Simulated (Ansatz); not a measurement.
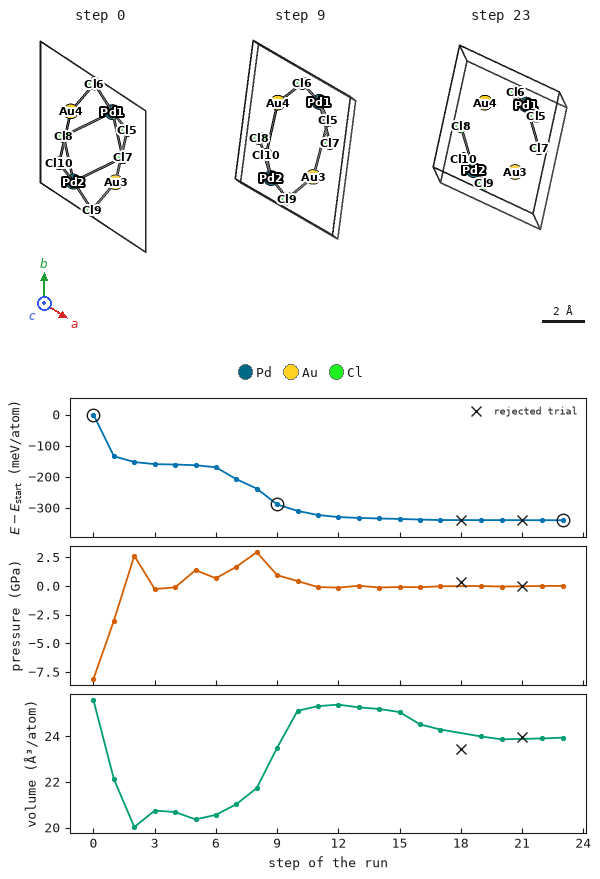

Frames of a relaxation of crystalline PdAuCl$_{3}$ (built on the CoNiO3-2 type type), marked on the history of the run. A ball-and-stick model of the cell of the calculation, seen along the c axis.

All numbers below come from DFT, PBEsol, plane waves, PAW in Ansatz 0.2.0. Settings: plane-wave cutoff 420 eV; k-point mesh 4 × 4 × 4; occupations fermi dirac; smearing width 0.03 eV; no spin polarisation; cell and atoms relaxed; force threshold 0.01 eV/Å; at most 120 steps.

Describe the path.

Answer. The run was cut off at its time limit before the program reported convergence, but its last step already meets the force threshold: the largest component is 0.0018 eV/Å against 0.01 eV/Å. The pressure is within 0.01 GPa of its target. The largest moves relative to the cell, 0.91 Å, are those of Cl7 and Cl8. Cl8 goes roughly along [−3 1 0]. By element the largest moves are Cl 0.91 Å, Au 0.39 Å, Pd 0.13 Å. The volume changes by −6.4 %, with a 6.801 → 6.620 Å (−2.7 %), b 6.802 → 6.032 Å (−11.3 %), c 7.425 → 8.205 Å (+10.5 %), α 90.4° → 79.2°, β 116.8° → 131.1°, γ 119.3° → 104.0°. Some distances before and after: Au3–Cl5 2.801 → 3.597 Å, Au4–Cl9 2.941 → 3.732 Å, Au3–Cl6 2.948 → 3.733 Å, Au3–Cl10 2.982 → 2.274 Å. Among the angles between lasting bonds that change: Cl5–Pd1–Cl6 167.4° → 177.8°, Cl9–Pd2–Cl10 167.7° → 177.8°, Pd1–Cl7–Au4 120.4° → 110.7°. Within 0.06 Å the space group is P-1 at the start and P-1 at the end; at a tighter tolerance small leftover displacements or strains of the cell lower it. After 21 accepted moves (23 points after the start) the energy has fallen by 340 meV per atom. Largest force component: 0.3 eV/Å at the start, 0.0018 eV/Å at the end. Pressure: −8.10 GPa at the start and 0.00 GPa at the end. The line search rejected the trial steps at points 18, 21 of the run. The run took 5.7 min on 4 threads of Arm Neoverse V2 (shared host), peak memory 0.92 GiB. From step 0 to 9: Cl8 moves most (0.49 Å), volume −8.1 %, energy −289 meV per atom. From step 9 to 23: Cl8 moves most (0.87 Å), volume +1.9 %, energy −50.9 meV per atom.
